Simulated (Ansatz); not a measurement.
LiPb26Se27 and related structures: several calculations on one system

**1. Relaxation**

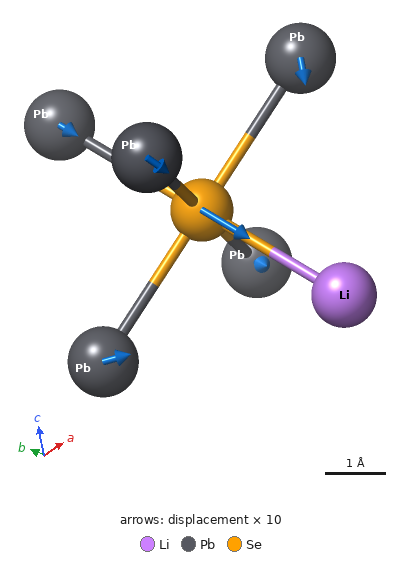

A relaxation of a defect cell of composition LiPb$_{26}$Se$_{27}$ (cell charge −1). The starting structure is drawn; blue arrows show the displacements, 10 times their true length.

A ball-and-stick model of the atoms within 4.2 Å of the atom that moves most (axes of the cell of the calculation), seen slightly off an axis.

Level of theory: Ansatz, DFT, PBE, plane-wave PAW, default files, scalar-relativistic. Settings: plane-wave cutoff 420 eV; k-point mesh 2 × 2 × 2; occupations fermi dirac; smearing width 0.01 eV; no spin polarisation; atoms relaxed in a fixed cell; force threshold 0.03 eV/Å; at most 40 steps.

Question: What did the optimiser do to the structure, and how much energy did it gain?

Answer: After 2 accepted moves (3 points after the start) the energy has fallen by 0.146 eV per cell of the calculation. Largest force component: 0.21 eV/Å at the start, 0.02 eV/Å at the end. The line search rejected the trial step at point 1 of the run. The largest moves, 0.10 Å, are those of Se atoms. Largest moves by element: Se 0.10 Å, Pb 0.05 Å. Li stays in place. The cell doesn't change. Near-neighbour distances that change, for instance: Li–Se 3.061 → 2.957 Å, Pb–Se 3.061 → 3.124 Å, Pb–Se 3.061 → 3.026 Å. Bond angles that change, for instance: Pb–Se–Pb 180.0° → 177.4°. Cost: 110 s on 4 threads of Intel(R) Xeon(R) 6975P-C (Granite Rapids), with other jobs on the host, peak memory 7.6 GiB.

Limits of the set-up: the cell is charged, on a uniform background, and energies carry no finite-size correction.

**2. Relaxation**

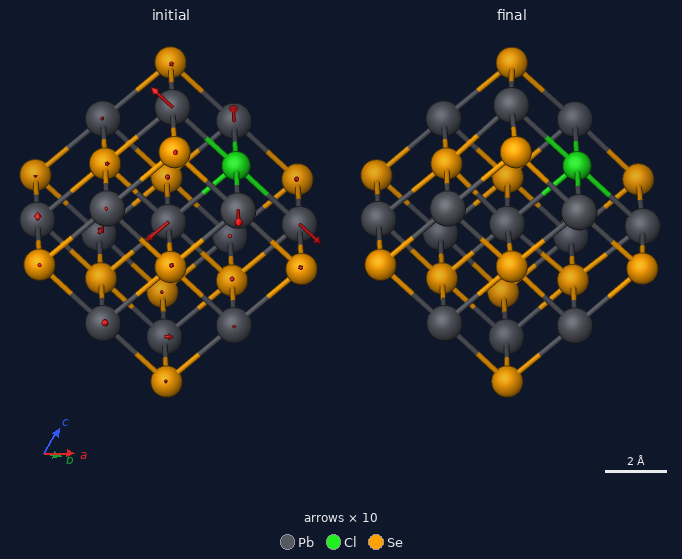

The structure of a defect cell of composition Pb$_{27}$Se$_{26}$Cl (cell charge +1) before (left) and after (right) a relaxation, at one scale. The red arrows give the displacements, magnified 10 times.

Style: ball-and-stick. Shown: the atoms within 5.8 Å of the atom that moves most (axes of the cell of the calculation), from a free direction.

Method: DFT, PBE, plane-wave PAW, default files, scalar-relativistic in Ansatz 0.2.0. Settings: plane-wave cutoff 420 eV; k-point mesh 2 × 2 × 2; occupations fermi dirac; smearing width 0.01 eV; no spin polarisation; atoms relaxed in a fixed cell; force threshold 0.03 eV/Å; at most 40 steps.

Describe what moved and what it gained.

The largest moves, 0.11 Å, are those of Pb atoms. Largest moves by element: Pb 0.11 Å, Se 0.02 Å. Cl stays in place. The cell stays as it was. Near-neighbour distances that change, for instance: Cl–Pb 3.061 → 3.167 Å, Pb–Se 3.061 → 2.957 Å, Pb–Se 3.061 → 3.083 Å, Pb–Se 3.061 → 3.051 Å. Among the angles between lasting bonds that change: Se–Pb–Se 180.0° → 175.6°, Se–Pb–Se 90.0° → 92.2°. Over 2 accepted moves (3 points after the start) the energy falls by 0.176 eV per cell of the calculation. Largest force component: 0.51 eV/Å at the start, 0.011 eV/Å at the end. 1 step only repeated the SCF at the same geometry.

Limits of the set-up: the cell is charged, on a uniform background, and energies carry no finite-size correction.

**3. Defect**

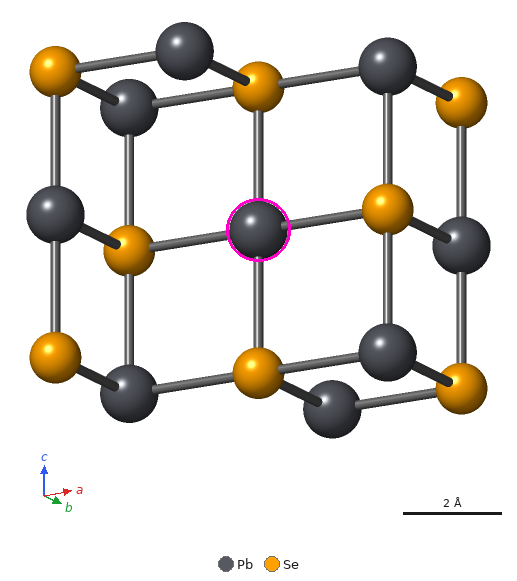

Perfect PbSe. A ball-and-stick model of the atoms within 5.4 Å of one point, in a slice 5.0 Å thick across the line of sight, seen from a free direction.

All numbers below come from Ansatz 0.2.0, DFT, PBE, plane-wave PAW, default files, scalar-relativistic. Settings: plane-wave cutoff 420 eV; k-point mesh 2 × 2 × 2; occupations fermi dirac; smearing width 0.01 eV; no spin polarisation. A uniform background neutralises the charged cell. The axes drawn are those of the host's conventional cell.

A lead atom is taken out (a vacancy) at the ringed place, in charge state −2. The supercell has 54 sites, and the atoms are relaxed at the host's cell.

Predict the relaxed surroundings of the defect.

Around the empty Pb site the host had 6 Se at 3.06 Å; after relaxation the nearest atoms are 6 Se at 3.08 Å. Of the host's atoms, a lead atom moves furthest from its site, by 0.07 Å. Relaxing the atoms from the host's sites lowers the energy by 0.22 eV.

The relaxed defect, seen from the same direction:

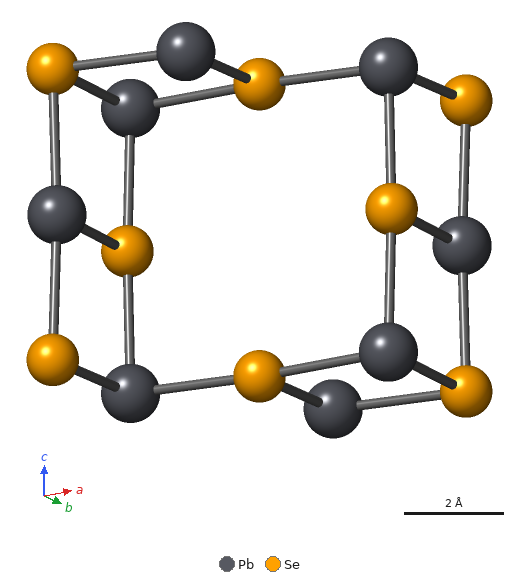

Limits of the set-up: the cell is charged, on a uniform background, and energies carry no finite-size correction.
